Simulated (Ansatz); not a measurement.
# C2HClFIn (SMILES C#[C][In]([F])[Cl]) at RPA@PBE0/def2-SVP (core potential)

What is the energy change on altering one bond length of C2HClFIn at RPA@PBE0/def2-SVP (core potential)? 

The calculation is run with Ansatz 0.2.0.

117 further runs of the same task are left out: 1 that didn't finish, 116 set aside as unsound or not needed.

## Step 1: The system as given

C2HClFIn has 6 atoms, charge 0, and is taken as a singlet. SMILES: `C#[C][In]([F])[Cl]`. The shape is that of a PBE0-D4/def2-TZVP optimisation.

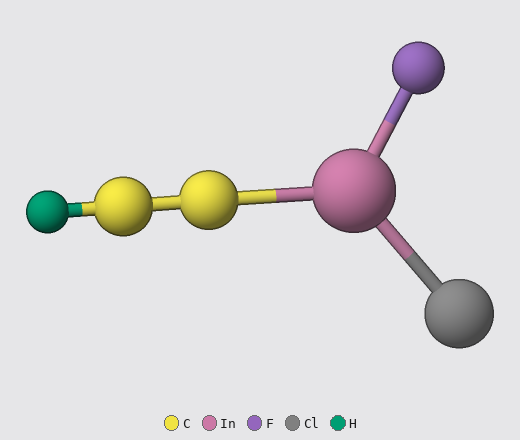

The structure, seen from a chosen angle (carbon yellow, indium pink, fluorine purple, chlorine grey, hydrogen teal).

## Step 2: A single-point energy at RPA@PBE0/def2-SVP (core potential)

in.yaml

```yaml
crystal:
  periodic: [false, false, false]
  atoms:
    - symbol: C
      position_ang: [1.088300, 0.340300, 1.700800]
    - symbol: C
      position_ang: [0.438900, 0.120100, 0.708700]
    - symbol: In
      position_ang: [-0.655800, -0.235700, -0.984700]
    - symbol: F
      position_ang: [-1.773600, -1.806600, -1.123700]
    - symbol: Cl
      position_ang: [-0.759200, 1.049500, -2.880900]
    - symbol: H
      position_ang: [1.661500, 0.532400, 2.579900]
basis:
  gaussian: {orbitals: def2-SVP}
magnetization: {spin_polarized: false, initial_magnetization: 0}
hamiltonian: {xc: pbe0}
correlation: {method: rpa, frozen_orbitals: {C: 1, Cl: 5, F: 1, H: 0, In: 4}}
accuracy: high
```

On the command line:

```sh
$ ansatz run in.yaml --threads 1 --pin off --max-ram 3480MiB --events-out events.jsonl --progress --plain --runs-dir runs
```

The log of the run:

```text
Warning: RAYON_NUM_THREADS=1 ignored (pool sized by the plan → 1); use --threads N
Functional definition: PBE0
  name "PBE0"
  parameter a = 0.25
  parameter kappa = 0.804
  parameter beta = 0.06672455060314922
  exchange = (1 - a)*pbe_x(kappa = kappa, mu = beta*pi^2/3) + a*exact_x
  correlation = pbe_c(beta = beta)
1941 factors; integrals over basis functions are off by at most 3.4e-9 eV
mean field evaluation 1: about -22479.8227 eV, gradient 5.3e1 eV
mean field evaluation 2: about -22480.0170 eV, gradient 5.3e1 eV
mean field evaluation 4: about -22485.8631 eV, gradient 1.6e1 eV
mean field evaluation 8: about -22486.4121 eV, gradient 4.9e-1 eV
mean field evaluation 16: about -22486.4253 eV, gradient 1.1e-4 eV
mean field -22486.42526066 eV, -826.3608864828 hartree, gradient 6.0e-8 eV, S^2 0.000000; 0 other end points of the search recorded, 0 dependent functions left out
12 core orbitals not correlated: weight in the atoms' cores, before any rotation towards them, 1.000 or more for the frozen orbitals, at most 0.000 for the correlated occupied ones
reference -22426.65558043 eV, -824.1643912477 hartree; 18, 18 occupied and 61, 61 virtual orbitals, 1941 factors
Total energy: -22451.05750174 eV, -825.0611453157 hartree
```

It took 15 s on 1 thread of Arm Neoverse V2, shared host; peak memory 0.38 GiB.

## Step 3: The distorted shape at the same level

molecule.yaml

```yaml
crystal:
  periodic: [false, false, false]
  atoms:
    - symbol: C
      position_ang: [1.119318, -0.045235, 2.269623]
    - symbol: C
      position_ang: [0.469918, -0.265435, 1.277523]
    - symbol: In
      position_ang: [-0.624782, -0.621235, -0.415877]
    - symbol: F
      position_ang: [-1.742582, -2.192135, -0.554877]
    - symbol: Cl
      position_ang: [-0.759200, 1.049500, -2.880900]
    - symbol: H
      position_ang: [1.692518, 0.146865, 3.148723]
basis:
  gaussian:
    orbitals: def2-SVP
hamiltonian:
  xc: {name: PBE0}
correlation:
  method: rpa
  frozen_orbitals: {C: 1, Cl: 5, F: 1, H: 0, In: 4}
magnetization:
  spin_polarized: false
accuracy: high
```

On the command line:

```sh
$ ansatz run molecule.yaml --threads 1 --pin off --max-ram 3480MiB --events-out events.jsonl --progress --plain --runs-dir runs
```

The log of the run:

```text
Warning: RAYON_NUM_THREADS=1 ignored (pool sized by the plan → 1); use --threads N
[... 7 set-up lines as earlier in the session ...]
1913 factors; integrals over basis functions are off by at most 1.5e-8 eV
mean field evaluation 1: about -22477.5143 eV, gradient 5.4e1 eV
mean field evaluation 2: about -22477.6943 eV, gradient 5.4e1 eV
mean field evaluation 4: about -22484.3466 eV, gradient 1.6e1 eV
mean field evaluation 8: about -22484.9517 eV, gradient 6.3e-1 eV
mean field evaluation 16: about -22484.9651 eV, gradient 3.1e-4 eV
mean field -22484.96511499 eV, -826.3072271190 hartree, gradient 8.4e-8 eV, S^2 0.000000; 0 other end points of the search recorded, 0 dependent functions left out
12 core orbitals not correlated: weight in the atoms' cores, before any rotation towards them, 1.000 or more for the frozen orbitals, at most 0.000 for the correlated occupied ones
reference -22424.98291389 eV, -824.1029218861 hartree; 18, 18 occupied and 61, 61 virtual orbitals, 1913 factors
Total energy: -22449.61537982 eV, -825.0081483127 hartree
```

It took 15 s on 1 thread of Arm Neoverse V2, shared host; peak memory 0.44 GiB.

## Step 4: Summary of results

At RPA@PBE0/def2-SVP (core potential), 12 core orbitals frozen:

| quantity | value |
| --- | --- |
| first shape: total energy | -825.06115 Eh |
| first shape: RPA correlation energy (valence) | -896.8 mEh |
| distorted shape: total energy | -825.00815 Eh |
| distorted shape: RPA correlation energy (valence) | -905.2 mEh |
| energy change with the In3–Cl5 bond stretched from 2.293 to 2.981 Å | 1.442 eV |

**Reading.** With the In3–Cl5 bond stretched from 2.293 to 2.981 Å the energy rises by 1.44 eV (139 kJ/mol). The first shape isn't relaxed at this level, so the change isn't measured from a minimum.
